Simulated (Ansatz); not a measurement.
## HfB2, pressure series

Consider HfB₂ (space group P6/mmm, No. 191; a = 3.1457 Å, c = 3.4859 Å).

Cell and atoms are relaxed at each pressure.

Calculations: PBE (Ansatz, a first-principles code; PAW; 420 eV plane waves; without spin-orbit coupling).

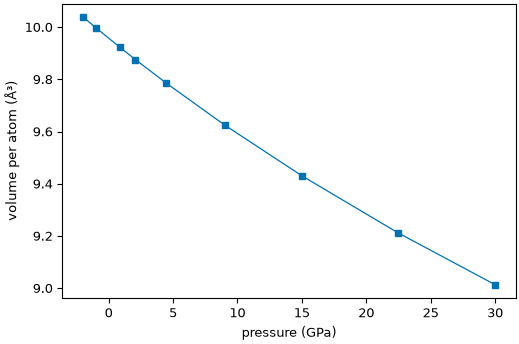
Fig. 1. Volume against pressure

Task: Estimate the zero-pressure bulk modulus from the plot.

Result: About 250 GPa; a third-order Birch–Murnaghan fit to the points gives V₀ = 9.96 Å³/atom, B₀ = 248 GPa and B₀′ = 3.9.

Load acts through the strain it causes; cell and atoms are relaxed under it. No phonon test of stability was made. Competing high-pressure phases were not computed. The final runs are not spin-polarised.
